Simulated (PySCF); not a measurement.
C3H12BNSi

```yaml
atoms:
  - { symbol: C, position_ang: [-0.6345, -1.6763, 0.0598] }
  - { symbol: C, position_ang: [-0.1953, -0.2202, 0.1165] }
  - { symbol: Si, position_ang: [-1.6805, 0.9793, -0.0023] }
  - { symbol: C, position_ang: [0.7484, 0.1281, 1.2712] }
  - { symbol: B, position_ang: [1.7385, 0.8288, 0.1778] }
  - { symbol: N, position_ang: [0.7973, 0.0743, -0.9583] }
  - { symbol: H, position_ang: [0.2283, -2.3413, 0.1286] }
  - { symbol: H, position_ang: [-1.1719, -1.8989, -0.8632] }
  - { symbol: H, position_ang: [-1.2921, -1.8980, 0.8973] }
  - { symbol: H, position_ang: [-1.2099, 2.3584, -0.0541] }
  - { symbol: H, position_ang: [-2.3835, 0.6625, -1.2570] }
  - { symbol: H, position_ang: [-2.5580, 0.7511, 1.1435] }
  - { symbol: H, position_ang: [1.1338, -0.7672, 1.7600] }
  - { symbol: H, position_ang: [0.2950, 0.7501, 2.0415] }
  - { symbol: H, position_ang: [1.6158, 2.0040, 0.0518] }
  - { symbol: H, position_ang: [2.8586, 0.4393, 0.1010] }
  - { symbol: H, position_ang: [0.4574, 0.6048, -1.7550] }
  - { symbol: H, position_ang: [1.2438, -0.7726, -1.2976] }
```

Geometry: GFN2-xTB.

These are results of PBE0/pcSseg-1, SCF density, gas phase, non-relativistic in PySCF, not measurements.

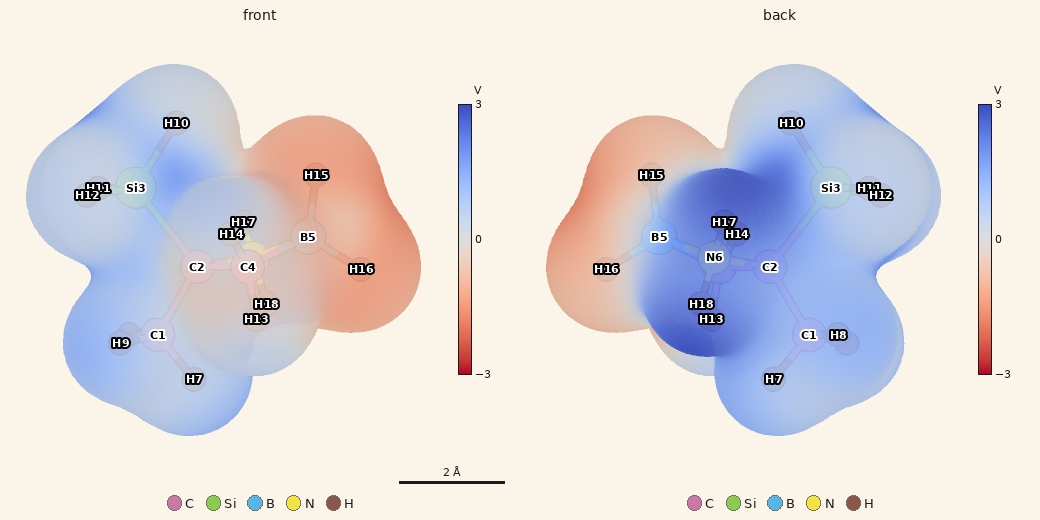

Figure 1. The molecular electrostatic potential painted on the density surface at 0.004 e/bohr³, seen from the front and from behind; red is negative and blue positive.

### Where is the surface potential most negative and most positive?

The most negative region (about −1.6 V) lies over H16, the most positive (about +2.8 V) over H17 and H18.

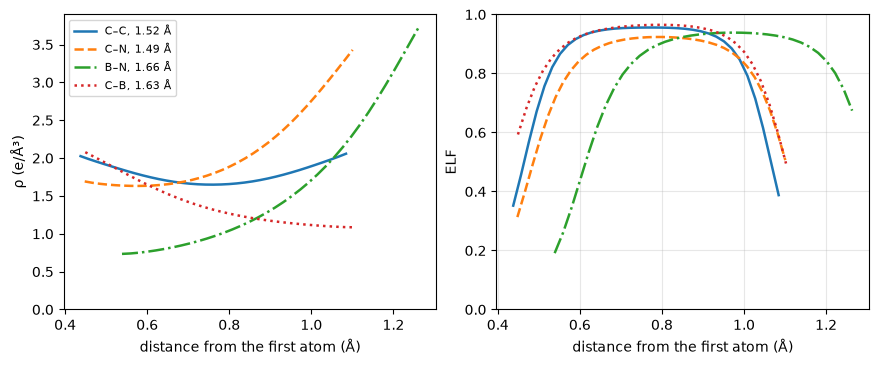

Figure 2. Total electron density and ELF along straight lines between neighbouring atoms. The curves leave out the atomic cores.

### What kind of bonding do the profiles show?

C–C (1.52 Å): ρ at the midpoint is about 1.6 e/Å³; the ELF peaks at about 0.95 between the atoms: localised, covalent bonding.
C–N (1.49 Å): ρ is about 1.8 e/Å³ halfway; the ELF peaks at about 0.90 between the atoms; a covalent bond.
B–N (1.66 Å): ρ at the midpoint is about 1.1 e/Å³; the ELF peaks at about 0.95 between the atoms, as expected for a shared but strongly polarised pair.
C–B (1.63 Å): ρ at the midpoint is about 1.2 e/Å³; the ELF peaks at about 0.95 between the atoms; a shared electron pair.
